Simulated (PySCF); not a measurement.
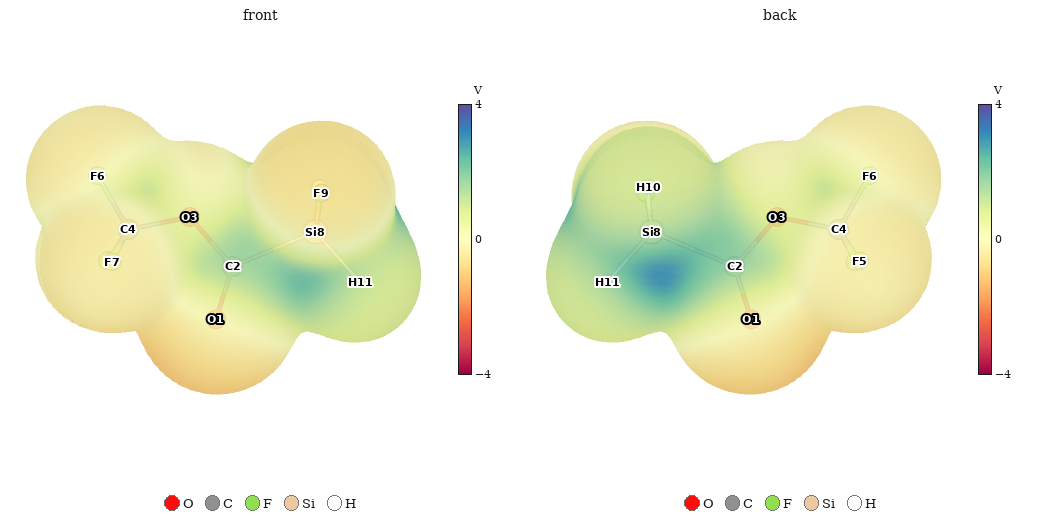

Figure 1: C₂H₂F₄O₂Si (SMILES O=C(OC(F)(F)F)[SiH2]F). The molecular electrostatic potential painted on the density surface at 0.002 e/bohr³, seen from the front and from behind; the colour scale runs from red (negative) to blue (positive).

Geometry: GFN2-xTB.

Theory: CAM-B3LYP/def2-SVPD, SCF density, gas phase in PySCF 2.14.0.

```yaml
atoms:
  - { symbol: O, position_ang: [-0.2086, -1.7175, -0.0624] }
  - { symbol: C, position_ang: [0.2520, -0.6236, -0.0298] }
  - { symbol: O, position_ang: [-0.5541, 0.5183, -0.0813] }
  - { symbol: C, position_ang: [-1.8888, 0.3820, -0.1431] }
  - { symbol: F, position_ang: [-2.2966, -0.2628, -1.2358] }
  - { symbol: F, position_ang: [-2.4348, 1.5932, -0.1764] }
  - { symbol: F, position_ang: [-2.4036, -0.2541, 0.9059] }
  - { symbol: Si, position_ang: [2.0864, -0.0581, 0.0858] }
  - { symbol: F, position_ang: [2.1662, 0.7826, 1.4458] }
  - { symbol: H, position_ang: [2.3627, 0.8708, -0.9930] }
  - { symbol: H, position_ang: [2.9245, -1.2282, 0.2583] }
```

Q: Which sites attract a positive test charge, and which a negative one?

A: A positive charge is drawn to the negative regions and a negative charge to the positive ones. The most negative region (about −1.1 V) lies over O1, the most positive (about +2.9 V) over Si8. O1 is the likeliest acceptor of a hydrogen bond.

Q: How polar is the molecule by this calculation?

A: Its dipole moment is 3.22 D.
